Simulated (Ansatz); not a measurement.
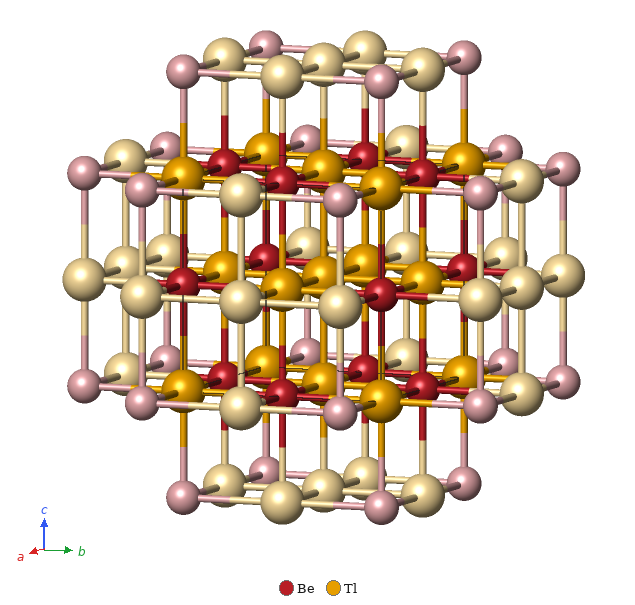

A ball-and-stick rendering, viewed slightly off an axis. The outline marks the simulation cell. Every bond is drawn to its end, so some atoms lie outside the box, in fainter colours.

The input file of the run:
```yaml
crystal:
  lattice:
    - [5.786950196, 0.0, 0.0]
    - [0.0, 5.786950196, 0.0]
    - [0.0, 0.0, 5.786950196]
  atoms:
    - { symbol: Be, position: [0.5, 0.0, 0.0] }
    - { symbol: Be, position: [0.0, 0.5, 0.0] }
    - { symbol: Be, position: [0.0, 0.0, 0.5] }
    - { symbol: Tl, position: [0.0, 0.5, 0.5] }
    - { symbol: Tl, position: [0.5, 0.0, 0.5] }
    - { symbol: Tl, position: [0.5, 0.5, 0.0] }
    - { symbol: Tl, position: [0.0, 0.0, 0.0] }
    - { symbol: Tl, position: [0.5, 0.5, 0.5] }
basis:
  ecutwfc: 420
kpoints:
  mp_grid: { grid: [8, 8, 8] }
  band_path:
    path:
      - [[0.0, 0.0, 0.0], [0.0, 0.5, 0.0], [0.5, 0.5, 0.0], [0.0, 0.0, 0.0], [0.5, 0.5, 0.5], [0.0, 0.5, 0.0]]
      - [[0.5, 0.5, 0.5], [0.5, 0.5, 0.0]]
    npoints: 14
hamiltonian:
  xc: pbe
scf:
  occupations: { method: gaussian, width: 0.1 }
  n_extra_bands: 20
output:
  forces: true
  stress: true
  eigenvalues: true
  populations: true
  dos: { projected: true, de: 0.02, nscf_kmesh: { grid: [10, 10, 10] } }
  bader: true
  write_density: true
  write_potential: true
  elf: true
  volumetric_format: npy
```
Run as:
```sh
ansatz run input.yaml --threads 1 --pin off --max-ram 2560MiB --backend cpu --events-out ev --progress --plain --runs-dir out
```

Level of theory and settings: DFT PBE, scalar-relativistic, plane waves, PAW (Ansatz), a 420 eV plane-wave basis, an 8×8×8 sampling of the Brillouin zone, Gaussian smearing of 0.1 eV, no spin polarisation.

Question: Predict the Bader charges.

Answer: Be +0.36 e; Tl -0.38 to +0.09 e.

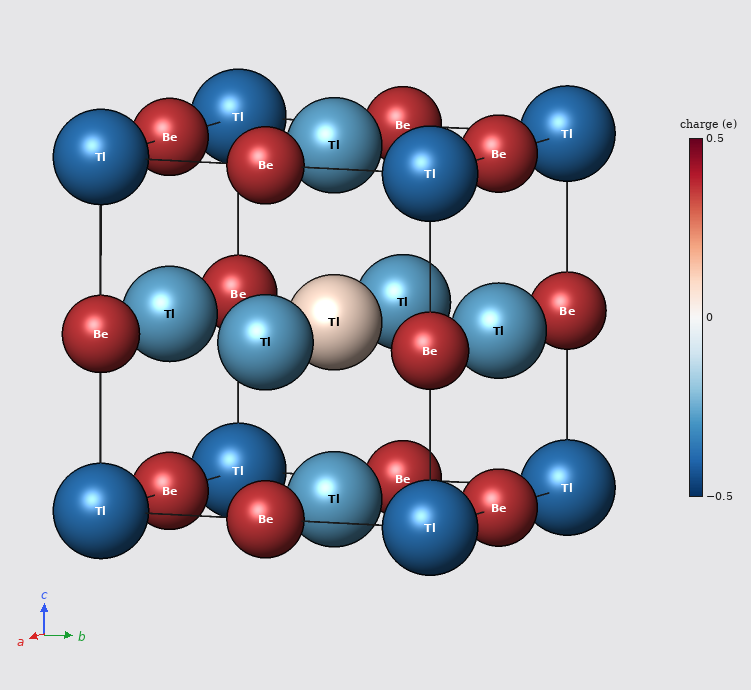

The atoms coloured by those charges.

Origin of the cell: a random cell made by a generator, so it need not be a real form of the compound. Earlier steps of the study, as a rule a relaxation of our own, may have changed the cell and positions, so they can lie some per cent off the listed ones. It went into a calculation with Ansatz.
